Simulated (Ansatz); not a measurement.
**One shape, several levels: C3H4F2 (cis-1,2-difluorocyclopropane)**

We compute a comparison of 6 runs (B3LYP/6-31G*, BLYP/def2-SVP, CAM-B3LYP/def2-SVP, PBE0/def2-SVP, wB97X/def2-SVP, MP2/def2-SVP) of C3H4F2 (cis-1,2-difluorocyclopropane). 

Program for the calculation: Ansatz 0.2.0.

50 further runs of the same task are left out: 50 set aside as unsound or not needed. Runs told in other sessions of the task aren't counted.

## 1. The system as given

The species is C3H4F2 (9 atoms), meant as a singlet with charge 0. SMILES: `FC1CC1F`. The C3–H8 distance was set to 1.951 Å, away from the relaxed value. At this shape a bond of the SMILES string is far longer than usual.

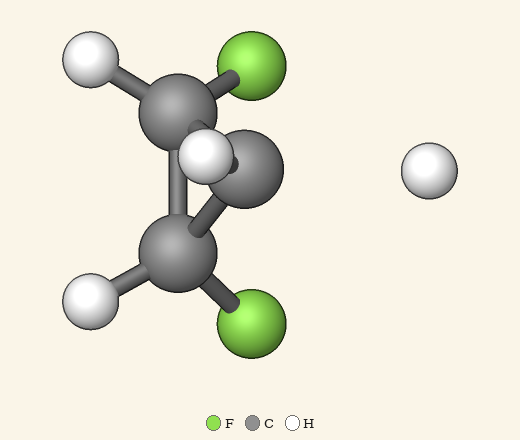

Viewed from a chosen angle; fluorine green, carbon grey, hydrogen white.

## 2. A single-point energy at B3LYP/6-31G(d) (spherical functions) (run 1)

File job.yaml:

```yaml
crystal:
  periodic: [false, false, false]
  atoms:
    - {symbol: F, position_ang: [-0.074563, 1.833114, -0.180784]}
    - {symbol: C, position_ang: [0.311837, 1.050614, 0.857216]}
    - {symbol: C, position_ang: [0.675537, -0.365986, 0.547816]}
    - {symbol: C, position_ang: [-0.600963, -0.054586, 1.260716]}
    - {symbol: F, position_ang: [-1.753863, -0.199986, 0.561516]}
    - {symbol: H, position_ang: [0.850437, 1.610414, 1.613716]}
    - {symbol: H, position_ang: [1.489437, -0.845086, 1.076816]}
    - {symbol: H, position_ang: [0.461700, -0.872500, -1.323800]}
    - {symbol: H, position_ang: [-0.725163, -0.297286, 2.310216]}
basis:
  gaussian: {orbitals: 6-31G_st_-spherical.json}
hamiltonian: {xc: {name: B3LYP}}
accuracy: high
output: {orbitals: {seedname: orbitals}}
```

The basis set 6-31G* is read from a file made from the Basis Set Exchange's data (not shown).

Started as:

```sh
ansatz run job.yaml --threads 1 --pin off --max-ram 2610MiB --events-out events.jsonl --progress --plain --runs-dir runs
```

Output:

```text
Warning: RAYON_NUM_THREADS=1 ignored (pool sized by the plan → 1); use --threads N
Functional definition: B3LYP
  name "B3LYP"
  parameter a0 = 0.2
  parameter ax = 0.72
  parameter ac = 0.81
  exchange = (1 - a0 - ax)*slater_x + ax*b88_x + a0*exact_x
  correlation = (1 - ac)*vwn_rpa_c + ac*lyp_c
1885 factors; integrals over basis functions are off by at most 3.2e-9 eV
mean field evaluation 1: about -8599.3730 eV, gradient 4.3e1 eV
mean field evaluation 2: about -8593.5903 eV, gradient 5.8e1 eV
mean field evaluation 4: about -8604.1732 eV, gradient 4.8e0 eV
mean field evaluation 8: about -8604.4180 eV, gradient 1.8e-1 eV
mean field evaluation 16: about -8604.4181 eV, gradient 3.0e-5 eV
mean field -8604.41812695 eV, -316.2065338812 hartree, gradient 6.9e-8 eV, S^2 0.000000; 0 other end points of the search recorded, 0 dependent functions left out
reference -8604.41815906 eV, -316.2065350613 hartree; 20, 20 occupied and 58, 58 virtual orbitals, 1885 factors
Total energy: -8604.41815906 eV, -316.2065350613 hartree
```

Run time: 7.2 s. Hardware: 1 thread of Arm Neoverse V2, shared host; peak memory 0.25 GiB.

## 3. A single-point energy at BLYP/def2-SVP (run 2)

job.yaml: that of step 2 with these lines changed.

```diff
@@ -13,5 +13,7 @@
 basis:
-  gaussian: {orbitals: 6-31G_st_-spherical.json}
-hamiltonian: {xc: {name: B3LYP}}
+  gaussian:
+    orbitals: def2-SVP
+output: {orbitals: {seedname: orbitals}}
 accuracy: high
-output: {orbitals: {seedname: orbitals}}
+hamiltonian:
+  xc: {name: BLYP}
```

Started as:

```sh
ansatz run job.yaml --threads 1 --pin off --max-ram 2610MiB --events-out events.jsonl --progress --plain --runs-dir runs
```

Output:

```text
Warning: RAYON_NUM_THREADS=1 ignored (pool sized by the plan → 1); use --threads N
Functional definition: BLYP
  name "BLYP"
  parameter beta = 0.0042
  parameter a = 0.04918
  parameter b = 0.132
  parameter c = 0.2533
  parameter d = 0.349
  exchange = b88_x(beta = beta)
  correlation = lyp_c(a = a, b = b, c = c, d = d)
2133 factors; integrals over basis functions are off by at most 3.6e-9 eV
mean field evaluation 1: about -8587.2137 eV, gradient 5.6e1 eV
mean field evaluation 2: about -8569.7737 eV, gradient 8.8e1 eV
mean field evaluation 4: about -8596.1147 eV, gradient 1.2e1 eV
mean field evaluation 8: about -8596.3832 eV, gradient 3.1e-1 eV
mean field evaluation 16: about -8596.3836 eV, gradient 1.4e-5 eV
mean field -8596.38358101 eV, -315.9112697642 hartree, gradient 9.2e-8 eV, S^2 0.000000; 0 other end points of the search recorded, 0 dependent functions left out
reference -8596.38363126 eV, -315.9112716108 hartree; 20, 20 occupied and 70, 70 virtual orbitals, 2133 factors
Total energy: -8596.38363126 eV, -315.9112716108 hartree
```

It took 5.1 s on 1 thread of Arm Neoverse V2, shared host; peak memory 0.24 GiB.

Runs 3 to 5 aren't shown in full; the table further down has their settings and results.

## 4. The energy at MP2/def2-SVP (run 6)

File input.yaml:

```yaml
crystal:
  periodic: [false, false, false]
  atoms:
    - {symbol: F, position_ang: [-0.074563, 1.833114, -0.180784]}
    - {symbol: C, position_ang: [0.311837, 1.050614, 0.857216]}
    - {symbol: C, position_ang: [0.675537, -0.365986, 0.547816]}
    - {symbol: C, position_ang: [-0.600963, -0.054586, 1.260716]}
    - {symbol: F, position_ang: [-1.753863, -0.199986, 0.561516]}
    - {symbol: H, position_ang: [0.850437, 1.610414, 1.613716]}
    - {symbol: H, position_ang: [1.489437, -0.845086, 1.076816]}
    - {symbol: H, position_ang: [0.461700, -0.872500, -1.323800]}
    - {symbol: H, position_ang: [-0.725163, -0.297286, 2.310216]}
basis:
  gaussian: {orbitals: def2-SVP}
correlation: {method: mp2, frozen_orbitals: {C: 1, F: 1, H: 0}}
accuracy: high
```

Started as:

```sh
ansatz run input.yaml --threads 1 --pin off --max-ram 2610MiB --events-out events.jsonl --progress --plain --runs-dir runs
```

Output:

```text
Warning: RAYON_NUM_THREADS=1 ignored (pool sized by the plan → 1); use --threads N
Functional definition: HF
  name "HF"
  exchange = exact_x
  correlation = 0
2133 factors; integrals over basis functions are off by at most 3.6e-9 eV
mean field evaluation 1: about -8551.2328 eV, gradient 3.0e1 eV
mean field evaluation 2: about -8551.3506 eV, gradient 3.0e1 eV
mean field evaluation 4: about -8553.8664 eV, gradient 3.6e0 eV
mean field evaluation 8: about -8553.9164 eV, gradient 3.0e-1 eV
mean field evaluation 16: about -8553.9167 eV, gradient 1.4e-8 eV
mean field -8553.91672473 eV, -314.3506415807 hartree, gradient 1.5e-8 eV, S^2 0.000000; 0 other end points of the search recorded, 0 dependent functions left out; unrestricted orbitals would lower it
5 core orbitals not correlated: weight in the atoms' cores, before any rotation towards them, 1.000 or more for the frozen orbitals, at most 0.000 for the correlated occupied ones
reference -8553.91672473 eV, -314.3506415807 hartree; 15, 15 occupied and 70, 70 virtual orbitals, 2133 factors
second order -21.33389878 eV of doubles, -0.00000000 eV of singles
Total energy: -8575.25062351 eV, -315.1346479002 hartree
```

Run time: 3.6 s. Hardware: 1 thread of Arm Neoverse V2, shared host; peak memory 0.25 GiB.

## 5. All runs side by side

| run | level | frozen core orbitals | energy (Eh) | HOMO energy (eV) | LUMO energy (eV) | HOMO–LUMO gap (eV) | wall time |
| --- | --- | --- | --- | --- | --- | --- | --- |
| 1 | B3LYP/6-31G* (spherical functions) | – | -316.206535 | -7.63 | -2.44 | 5.19 | 7.2 s |
| 2 | BLYP/def2-SVP | – | -315.911272 | -6.46 | -3.24 | 3.22 | 5.1 s |
| 3 | CAM-B3LYP/def2-SVP | – | -315.864682 | -9.49 | -1.26 | 8.22 | 8.7 s |
| 4 | PBE0/def2-SVP | – | -315.654111 | -8.13 | -2.45 | 5.68 | 6.3 s |
| 5 | wB97X/def2-SVP | – | -315.903962 | -10.50 | -0.24 | 10.26 | 29 s |
| 6 | MP2/def2-SVP | 5 | -315.134648 | – | – | – | 3.6 s |

## 6. Summary of results

| quantity | value |
| --- | --- |
| run 6: total energy | -315.13465 Eh |
| run 6: correlation energy (5 core orbitals frozen) | -784.0 mEh |

What this shows: Over runs 1, 2, 3, 4, 5 the HOMO–LUMO gap runs from 3.22 eV (BLYP/def2-SVP) to 10.26 eV (wB97X/def2-SVP). Totals of different functionals can't be ranked against each other. In run 6 the log says that unrestricted orbitals would lower the reference, so the values rest on an unstable closed-shell determinant (other closed-shell runs at this shape may share the fault). In all runs a closed-shell determinant meets a far-stretched bond; if it breaks into open shells, such a determinant describes it badly, and no broken-symmetry solution was shown. All runs together took 60 s, the longest 29 s.
